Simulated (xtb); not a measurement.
**Geometry relaxation of CH5ClSi (part 3 of 4)**

The same run, continued: CH5ClSi, SMILES [H][Si]([H])(C)Cl; GFN2-xTB (xtb 6.7.1). The geometry comes from this level: GFN2-xTB.

Geometry of the input (Å):
```
Si 0.4690  -0.6732  0.3381
H  0.4536  -0.7093  1.7993
H  1.8397  -0.7273  -0.1659
C  -0.4268  0.8662  -0.3094
H  0.0300  1.7740  0.0727
H  -1.4725  0.8728  -0.0122
H  -0.3961  0.9154  -1.3956
Cl -0.4970  -2.3186  -0.3271
```

**Output, continued**
```
 projected vibrational frequencies (cm⁻¹)
eigval :       -0.00    -0.00    -0.00    -0.00     0.00     0.00
eigval :      122.86   171.95   460.33   486.28   573.25   681.31
eigval :      758.15   784.00   833.35   835.48  1375.55  1478.39
eigval :     1480.92  2255.69  2279.45  3030.20  3033.45  3049.02
           -------------------------------------------------
          |                Property Printout                |
           -------------------------------------------------

    * Orbital Energies and Occupations

         #    Occupation            Energy/Eh            Energy/eV
      -------------------------------------------------------------
         1        2.0000           -1.0515301             -28.6136
         2        2.0000           -0.7166183             -19.5002
         3        2.0000           -0.5734426             -15.6042
         4        2.0000           -0.4798133             -13.0564
         5        2.0000           -0.4794550             -13.0466
         6        2.0000           -0.4513014             -12.2805
         7        2.0000           -0.4501690             -12.2497
         8        2.0000           -0.4424889             -12.0407
         9        2.0000           -0.4220886             -11.4856
        10        2.0000           -0.4136255             -11.2553 (HOMO)
        11                         -0.1894517              -5.1552 (LUMO)
        12                         -0.1774643              -4.8290
        13                         -0.1616828              -4.3996
        14                         -0.0584015              -1.5892
        15                         -0.0491723              -1.3380
        16                         -0.0004778              -0.0130
        17                          0.0288532               0.7851
        18                          0.0288858               0.7860
        19                          0.0402613               1.0956
        20                          0.0431502               1.1742
        21                          0.1722564               4.6873
       ...                                ...                  ...
        27                          0.7597714              20.6744
      -------------------------------------------------------------
                  HL-Gap            0.2241738 Eh            6.1001 eV
             Fermi-level           -0.3015386 Eh           -8.2053 eV

     #   Z          covCN         q      C6AA      α(0)
     1  14 Si       3.517     0.489   100.236    19.339
     2   1 H        0.919    -0.071     4.634     3.367
     3   1 H        0.919    -0.071     4.634     3.367
     4   6 C        3.650    -0.199    24.798     7.153
     5   1 H        0.925     0.030     2.585     2.514
     6   1 H        0.925     0.041     2.431     2.438
     7   1 H        0.925     0.041     2.433     2.439
     8  17 Cl       0.804    -0.262   107.362    15.851

 Mol. C6AA /au·bohr⁶  :       1167.203174
 Mol. C8AA /au·bohr⁸  :      43350.385335
 Mol. α(0) /au        :         56.467717

Wiberg/Mayer (AO) data.
largest (>0.10) Wiberg bond orders for each atom

 ---------------------------------------------------------------------------
     #   Z sym  total        # sym  WBO       # sym  WBO       # sym  WBO
 ---------------------------------------------------------------------------
     1  14 Si   3.824 --     8 Cl   1.087     4 C    0.927     3 H    0.890
                             2 H    0.890
     2   1 H    0.995 --     1 Si   0.890
     3   1 H    0.995 --     1 Si   0.890
     4   6 C    3.983 --     5 H    0.992     7 H    0.983     6 H    0.983
                             1 Si   0.927
     5   1 H    0.999 --     4 C    0.992
     6   1 H    0.998 --     4 C    0.983
     7   1 H    0.998 --     4 C    0.983
     8  17 Cl   1.191 --     1 Si   1.087
 ---------------------------------------------------------------------------

Topologies differ in total number of bonds
Writing topology from bond orders to xtbtopo.mol

molecular dipole:
                 x           y           z       tot (Debye)
 q only:        0.386       0.630       0.274
   full:        0.252       0.726       0.178       2.005
molecular quadrupole (traceless):
                xx          xy          yy          xz          yz          zz
 q only:        1.953      -1.754      -3.935      -0.024      -1.237       1.982
  q+dip:        2.042      -2.126      -4.557      -0.679      -1.498       2.516
   full:        1.735      -1.989      -3.727      -0.359      -1.405       1.992

           -------------------------------------------------
          |                Geometry Summary                 |
           -------------------------------------------------

      molecular mass/u    :       80.5888759
   center of mass at/Å    :       -0.1091612      -1.0993350      -0.0740083
  moments of inertia/u·Å² :        0.3206751E+02   0.1283616E+03   0.1515018E+03
rotational constants/cm⁻¹ :        0.5256920E+00   0.1313292E+00   0.1112702E+00

 * 7 selected distances

     #   Z          #   Z                                           value/Å
     1  14 Si       2   1 H                                       1.4616156
     1  14 Si       3   1 H                                       1.4616121
     1  14 Si       4   6 C                                       1.8955656
     4   6 C        5   1 H                                       1.0856914 (min)
     4   6 C        6   1 H                                       1.0871868
     4   6 C        7   1 H                                       1.0871940
     1  14 Si       8  17 Cl                                      2.0207270 (max)
Molecule has the following symmetry elements: (sigma)
It seems to be the Cs point group

 * 4 distinct bonds (by element types)

   Z      Z             #   av. dist./Å        max./Å        min./Å
   1 H    6 C           3     1.0866907     1.0871940     1.0856914
   1 H   14 Si          2     1.4616138     1.4616156     1.4616121
   6 C   14 Si          1     1.8955656     1.8955656     1.8955656
  14 Si  17 Cl          1     2.0207270     2.0207270     2.0207270

           -------------------------------------------------
          |               Frequency Printout                |
           -------------------------------------------------
 projected vibrational frequencies (cm⁻¹)
eigval :       -0.00    -0.00    -0.00    -0.00     0.00     0.00
eigval :      122.86   171.95   460.33   486.28   573.25   681.31
eigval :      758.15   784.00   833.35   835.48  1375.55  1478.39
eigval :     1480.92  2255.69  2279.45  3030.20  3033.45  3049.02
 reduced masses (amu)
   1: 33.78   2: 26.74   3: 17.64   4: 21.69   5: 22.57   6: 17.62   7:  2.48   8: 19.08
   9:  4.96  10: 30.08  11:  1.65  12:  2.07  13: 14.32  14:  3.79  15:  3.93  16:  4.22
  17:  3.07  18:  1.59  19:  1.59  20:  2.16  21:  1.55  22:  1.95  23:  1.59  24:  1.65
 IR intensities (km·mol⁻¹)
   1:  0.72   2:  0.85   3:  0.08   4:  0.07   5:  0.02   6:  0.58   7:  0.28   8:  3.68
   9: 45.95  10: 48.42  11:  5.20  12:229.13  13:110.07  14:187.12  15: 71.44  16:271.45
  17: 17.14  18:  0.08  19:  1.24  20:337.73  21:133.89  22: 20.69  23: 21.54  24: 15.27
 Raman intensities (Ä⁴*amu⁻¹)
   1:  0.00   2:  0.00   3:  0.00   4:  0.00   5:  0.00   6:  0.00   7:  0.00   8:  0.00
   9:  0.00  10:  0.00  11:  0.00  12:  0.00  13:  0.00  14:  0.00  15:  0.00  16:  0.00
  17:  0.00  18:  0.00  19:  0.00  20:  0.00  21:  0.00  22:  0.00  23:  0.00  24:  0.00
 output can be read by thermo (or use thermo option).
 writing <g98.out> molden fake output.
 recommended (thermochemical) frequency scaling factor: 1.0
           -------------------------------------------------
          |             Thermodynamic Functions             |
           -------------------------------------------------

cs  symmetry found (for desy threshold:  0.10E+00) used in thermo

          ...................................................
          :                      SETUP                      :
          :.................................................:
          :  # frequencies                          18      :
          :  # imaginary freq.                       0      :
          :  linear?                             false      :
          :  only rotor calc.                    false      :
          :  symmetry                               cs      :
          :  rotational number                       1      :
          :  scaling factor                  1.0000000      :
          :  rotor cutoff                   50.0000000 cm⁻¹ :
          :  imag. cutoff                  -20.0000000 cm⁻¹ :
          :.................................................:

    mode    ω/cm⁻¹     T·S(HO)/kcal·mol⁻¹    T·S(FR)/kcal·mol⁻¹   T·S(vib)
   ------------------------------------------------------------------------
       1    122.86    -0.91079 ( 97.33%)    -0.78982 (  2.67%)    -0.90756
       2    171.95    -0.71977 ( 99.29%)    -0.69037 (  0.71%)    -0.71956
   ------------------------------------------------------------------------

   temp. (K)  partition function   enthalpy   heat capacity  entropy
                                   cal/mol     cal/K/mol   cal/K/mol   J/K/mol
 298.15  VIB   5.95                 1515.471     11.225      8.617
         ROT  0.603E+05              888.752      2.981     24.856
         INT  0.359E+06             2404.223     14.206     33.473
         TR   0.700E+27             1481.254      4.968     39.057
         TOT                        3885.4769    19.1739    72.5295   303.4635

       T/K    H(0)-H(T)+PV         H(T)/Eh          T*S/Eh         G(T)/Eh
   ------------------------------------------------------------------------
    298.15    0.619190E-02    0.601608E-01    0.344611E-01    0.256997E-01
   ------------------------------------------------------------------------

         :::::::::::::::::::::::::::::::::::::::::::::::::::::
         ::                  THERMODYNAMIC                  ::
         :::::::::::::::::::::::::::::::::::::::::::::::::::::
         :: total free energy         -10.985861054763 Eh   ::
         ::.................................................::
         :: total energy              -11.011560739607 Eh   ::
         :: zero point energy           0.053968901545 Eh   ::
         :: G(RRHO) w/o ZPVE           -0.028269216701 Eh   ::
         :: G(RRHO) contrib.            0.025699684844 Eh   ::
         :::::::::::::::::::::::::::::::::::::::::::::::::::::

optimized geometry written to: xtbopt.xyz

           -------------------------------------------------
          | TOTAL ENERGY              -11.011560739607 Eh   |
          | TOTAL ENTHALPY            -10.951399936524 Eh   |
          | TOTAL FREE ENERGY         -10.985861054763 Eh   |
          | GRADIENT NORM               0.000024899296 Eh/α |
          | HOMO-LUMO GAP               6.100078298311 eV   |
           -------------------------------------------------

------------------------------------------------------------------------
------------------------------------------------------------------------
 total:
 *  cpu-time:     0 d,  0 h,  0 min,  0.231 sec
 * ratio c/w:     0.975 speedup
 SCF:
 *  cpu-time:     0 d,  0 h,  0 min,  0.006 sec
 * ratio c/w:     1.000 speedup
 ANC optimizer:
 *  cpu-time:     0 d,  0 h,  0 min,  0.050 sec
 * ratio c/w:     1.000 speedup
 analytical hessian:
 *  cpu-time:     0 d,  0 h,  0 min,  0.164 sec
 * ratio c/w:     0.964 speedup
```

**File vibspectrum**
```
$vibrational spectrum
#  mode     symmetry     wave number   IR intensity    selection rules
#                         cm**(-1)      (km*mol⁻¹)        IR
     1                      -0.00         0.00000          -
     2                      -0.00         0.00000          -
     3                      -0.00         0.00000          -
     4                      -0.00         0.00000          -
     5                       0.00         0.00000          -
     6                       0.00         0.00000          -
     7        a            122.86         0.27712         YES
     8        a            171.95         3.67847         YES
     9        a            460.33        45.94857         YES
    10        a            486.28        48.42163         YES
    11        a            573.25         5.19598         YES
    12        a            681.31       229.12666         YES
    13        a            758.15       110.06747         YES
    14        a            784.00       187.12191         YES
    15        a            833.35        71.44459         YES
    16        a            835.48       271.44745         YES
    17        a           1375.55        17.13562         YES
    18        a           1478.39         0.07793         YES
    19        a           1480.92         1.23964         YES
    20        a           2255.69       337.72686         YES
    21        a           2279.45       133.89325         YES
    22        a           3030.20        20.69179         YES
    23        a           3033.45        21.54246         YES
    24        a           3049.02        15.26813         YES
$end
```

**File xtbopt.xyz**
```
8
 energy: -11.011560739607 gnorm: 0.000024901433 xtb: 6.7.1
Si           0.46827609210182       -0.67363124939509        0.33909343005848
H            0.44017940426874       -0.71403228922959        1.79988022416075
H            1.84354960759860       -0.72164136860274       -0.15347871667360
C           -0.42644244389594        0.86635745534802       -0.30981485959152
H            0.05248193205733        1.77437942491837        0.04353069313433
H           -1.46268384473436        0.89140707565343        0.01813499367918
H           -0.42806530531865        0.89639104336485       -1.39659262145025
Cl          -0.48729544212989       -2.31924009205723       -0.34075314329992
```

**Standard error**
```
normal termination of xtb
```

**Trajectory as extended XYZ (Å, eV, eV/Å), 14 frames, from step=0 to step=13**
```
8
Properties=species:S:1:pos:R:3 step=0 energy=-299.63957
Si    0.4690   -0.6732    0.3381
H     0.4536   -0.7093    1.7993
H     1.8397   -0.7273   -0.1659
C    -0.4268    0.8662   -0.3094
H     0.0300    1.7740    0.0727
H    -1.4725    0.8728   -0.0122
H    -0.3961    0.9154   -1.3956
Cl   -0.4970   -2.3186   -0.3271
8
Properties=species:S:1:pos:R:3 step=1 energy=-299.63963
Si    0.4688   -0.6740    0.3382
H     0.4516   -0.7086    1.7993
H     1.8404   -0.7265   -0.1642
C    -0.4264    0.8663   -0.3096
H     0.0332    1.7741    0.0693
H    -1.4708    0.8749   -0.0081
H    -0.4010    0.9132   -1.3955
Cl   -0.4959   -2.3194   -0.3293
8
Properties=species:S:1:pos:R:3 step=2 energy=-299.63968
Si    0.4693   -0.6736    0.3380
H     0.4490   -0.7099    1.7989
H     1.8416   -0.7265   -0.1625
C    -0.4265    0.8666   -0.3101
H     0.0362    1.7741    0.0655
H    -1.4696    0.8774   -0.0038
H    -0.4058    0.9111   -1.3958
Cl   -0.4942   -2.3193   -0.3303
8
Properties=species:S:1:pos:R:3 step=3 energy=-299.63972
Si    0.4689   -0.6736    0.3382
H     0.4479   -0.7102    1.7991
H     1.8416   -0.7257   -0.1611
C    -0.4265    0.8666   -0.3101
H     0.0388    1.7741    0.0623
H    -1.4686    0.8794   -0.0003
H    -0.4089    0.9089   -1.3961
Cl   -0.4931   -2.3194   -0.3321
8
Properties=species:S:1:pos:R:3 step=4 energy=-299.63975
Si    0.4688   -0.6737    0.3383
H     0.4468   -0.7109    1.7993
H     1.8420   -0.7246   -0.1598
C    -0.4265    0.8663   -0.3098
H     0.0409    1.7742    0.0591
H    -1.4677    0.8814    0.0026
H    -0.4118    0.9066   -1.3961
Cl   -0.4925   -2.3192   -0.3336
8
Properties=species:S:1:pos:R:3 step=5 energy=-299.63977
Si    0.4685   -0.6736    0.3387
H     0.4459   -0.7118    1.7997
H     1.8418   -0.7242   -0.1589
C    -0.4265    0.8664   -0.3097
H     0.0429    1.7744    0.0563
H    -1.4669    0.8833    0.0051
H    -0.4145    0.9047   -1.3962
Cl   -0.4913   -2.3193   -0.3349
8
Properties=species:S:1:pos:R:3 step=6 energy=-299.63978
Si    0.4685   -0.6736    0.3387
H     0.4449   -0.7121    1.7996
H     1.8423   -0.7235   -0.1578
C    -0.4265    0.8663   -0.3097
H     0.0447    1.7743    0.0540
H    -1.4662    0.8847    0.0075
H    -0.4168    0.9031   -1.3963
Cl   -0.4909   -2.3192   -0.3360
8
Properties=species:S:1:pos:R:3 step=7 energy=-299.63980
Si    0.4685   -0.6736    0.3388
H     0.4439   -0.7124    1.7996
H     1.8426   -0.7232   -0.1569
C    -0.4265    0.8663   -0.3098
H     0.0462    1.7743    0.0519
H    -1.4655    0.8860    0.0097
H    -0.4191    0.9018   -1.3964
Cl   -0.4901   -2.3192   -0.3369
8
Properties=species:S:1:pos:R:3 step=8 energy=-299.63981
Si    0.4684   -0.6736    0.3387
H     0.4429   -0.7128    1.7996
H     1.8429   -0.7229   -0.1561
C    -0.4264    0.8664   -0.3098
H     0.0477    1.7744    0.0501
H    -1.4648    0.8872    0.0117
H    -0.4213    0.9006   -1.3964
Cl   -0.4894   -2.3194   -0.3377
8
Properties=species:S:1:pos:R:3 step=9 energy=-299.63981
Si    0.4685   -0.6736    0.3390
H     0.4422   -0.7130    1.7998
H     1.8431   -0.7226   -0.1555
C    -0.4265    0.8663   -0.3099
H     0.0490    1.7743    0.0484
H    -1.4643    0.8882    0.0133
H    -0.4231    0.8995   -1.3965
Cl   -0.4889   -2.3191   -0.3386
8
Properties=species:S:1:pos:R:3 step=10 energy=-299.63982
Si    0.4684   -0.6736    0.3389
H     0.4416   -0.7134    1.7997
H     1.8432   -0.7224   -0.1548
C    -0.4265    0.8664   -0.3098
H     0.0500    1.7744    0.0469
H    -1.4638    0.8893    0.0148
H    -0.4246    0.8986   -1.3965
Cl   -0.4883   -2.3193   -0.3392
8
Properties=species:S:1:pos:R:3 step=11 energy=-299.63983
Si    0.4683   -0.6736    0.3390
H     0.4410   -0.7136    1.7998
H     1.8434   -0.7220   -0.1543
C    -0.4264    0.8664   -0.3098
H     0.0510    1.7744    0.0456
H    -1.4633    0.8901    0.0161
H    -0.4259    0.8978   -1.3965
Cl   -0.4879   -2.3193   -0.3398
8
Properties=species:S:1:pos:R:3 step=12 energy=-299.63983
Si    0.4683   -0.6736    0.3390
H     0.4406   -0.7138    1.7998
H     1.8435   -0.7219   -0.1538
C    -0.4265    0.8664   -0.3098
H     0.0518    1.7744    0.0445
H    -1.4630    0.8908    0.0172
H    -0.4271    0.8970   -1.3966
Cl   -0.4876   -2.3192   -0.3403
8
Properties=species:S:1:pos:R:3 step=13 energy=-299.63983
Si    0.4683   -0.6736    0.3391
H     0.4402   -0.7140    1.7999
H     1.8436   -0.7216   -0.1535
C    -0.4264    0.8664   -0.3098
H     0.0525    1.7744    0.0435
H    -1.4627    0.8914    0.0181
H    -0.4281    0.8964   -1.3966
Cl   -0.4873   -2.3192   -0.3408
```

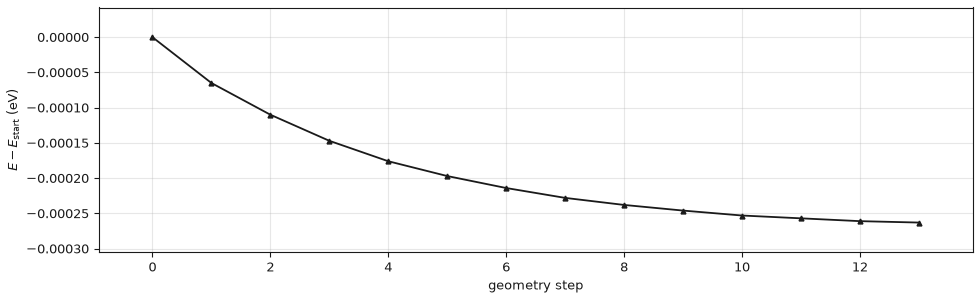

Fig. 1: Progress of the relaxation, step by step (steps are counted from 0).

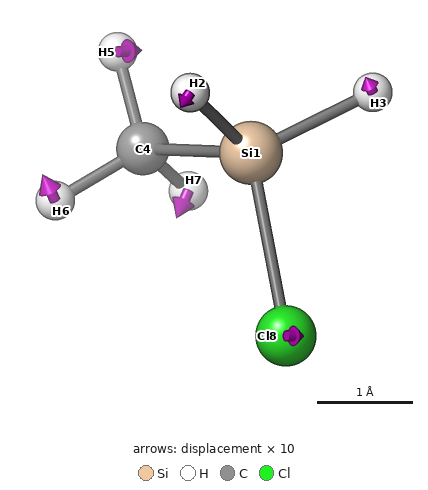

Fig. 2: The starting structure with the displacements as pink arrows, magnified 10 times (ball-and-stick view, seen at a tilt). The two geometries are laid on each other by the best rigid fit. The largest moves after the best rigid fit, 0.033 Å, are those of H6 and H7. By element the largest moves are H 0.033 Å, Cl 0.024 Å, Si 0.002 Å. C stays in place. After 13 geometry steps the energy has fallen by next to nothing (0.0 eV). (Atoms are counted from 1 in the order of the input.)
